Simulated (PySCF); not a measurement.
SMILES COC(=O)[SiH2]C(C)(C)C (C₆H₁₄O₂Si) at its GFN2-xTB optimised geometry (Å):

```
23

C      3.0790     2.6606    -2.1109
O      2.5269     1.8155    -1.1060
C      1.6068     0.9270    -1.4967
O      1.2375     0.8248    -2.6411
Si     1.0090    -0.1127     0.0000
C     -0.9108    -0.1127     0.0000
C     -1.4372     1.3260     0.0000
C     -1.4349    -0.8331     1.2436
C     -1.4284    -0.8284    -1.2511
H      3.5906     2.0607    -2.8660
H      3.7788     3.3220    -1.6074
H      2.2868     3.2341    -2.5964
H      1.5201    -1.4762    -0.1743
H      1.5652     0.5176     1.1983
H     -1.0814     1.8743     0.8708
H     -2.5269     1.3300     0.0192
H     -1.1142     1.8535    -0.8955
H     -2.5243    -0.8489     1.2423
H     -1.0799    -1.8605     1.2737
H     -1.1027    -0.3333     2.1506
H     -1.0373    -0.3610    -2.1517
H     -2.5168    -0.7868    -1.2874
H     -1.1287    -1.8743    -1.2507
```

Calculation: PBE/def2-SVP (PySCF 2.14.0). Cells within 0.4 Å of a nucleus heavier than hydrogen are left out (blank, or x).

Map of the electrostatic potential (hartree/e), clipped to [-0.08, 0.12] on the plane z = 1.0 Å:

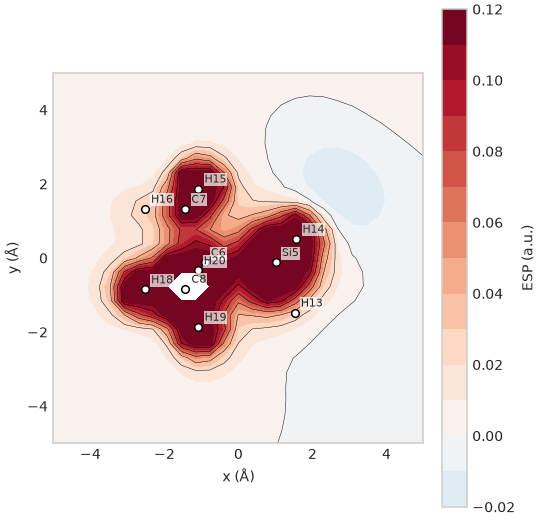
Electrostatic potential (hartree/e), clipped to [-0.08, 0.12] on the plane z = 1.0 Å.
